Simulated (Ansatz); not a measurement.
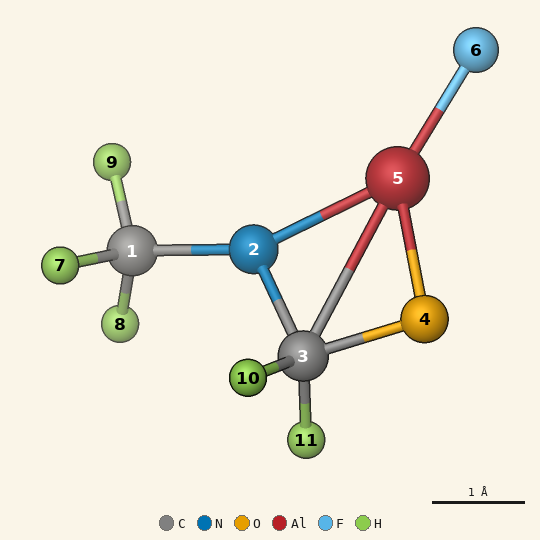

Orthographic view. Atoms fade into the background with distance from the viewer. The geometry was computed by an optimisation with PBE-D4/def2-SVP. No frequency run is at hand to confirm it as a minimum.

Give the geometry as a Z-matrix, atoms in numerical order, with these reference atoms: 2 to 1; 3 to 2, 1; 4 to 3, 2, 1; 5 to 4, 3, 2; 6 to 5, 4, 3; 7 to 1, 2, 3; 8 to 1, 7, 2; 9 to 1, 7, 8; 10 to 3, 4, 5; 11 to 3, 10, 4.

```
C  
N    1   1.435
C    2   1.476   1   121.3
O    3   1.432   2   104.1   1   179.4
Al   4   1.757   3    88.5   2    -0.5
F    5   1.663   4   136.3   3   179.9
H    1   1.117   2   112.6   3    59.7
H    1   1.117   7   106.9   2   124.0
H    1   1.108   7   107.1   8   114.6
H    3   1.120   4   110.4   5  -120.5
H    3   1.121  10   108.3   4   121.2
```
